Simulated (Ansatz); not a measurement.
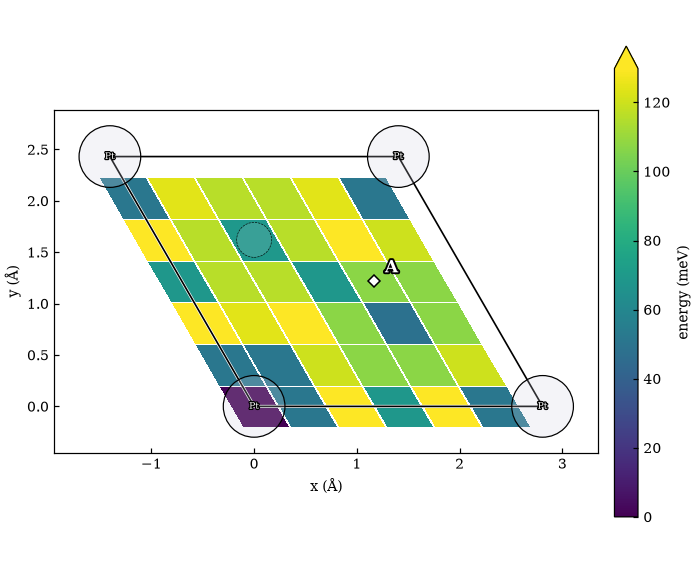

H on a Pt(111) slab cut from the Fm-3m phase, its upper half relaxed before the scan (12 atoms of substrate and one adsorbate in a 2 × 2 cell). H is moved over the surface cell; relaxed at each place: the height of the adsorbate's atoms; substrate rigid; the origin of the map has the adsorbate above Pt9. Places are given modulo a cell vector. The map is drawn in real space over the plane of the surface. The grid has 6 × 6 points; 10 points were computed and 26 follow by symmetry. Places are given in fractions of the 1 × 1 surface cell. Energies are in meV, from the lowest grid point. Method: DFT PBE, scalar-relativistic, plane waves, PAW (Ansatz 0.2.0). Settings: cutoff 420 eV, k-mesh 6×6×1, gaussian smearing 0.1 eV, no spin polarisation.

Drawn: one coloured cell a grid point, labelled circles for the atoms of the top layer and small ones for the second layer, the outline of one cell of the plane, one colour for all values above the top of the scale, the point A.

Which way does the force act at A, and how strong is it?

A, at (4/6, 3/6) of the cell vectors, is not a stationary point. The computed force is 0.22 eV/Å in the plane, pointing down and left in the picture (components −0.09 and −0.20 eV/Å).

PAW datasets: the set soft_1.
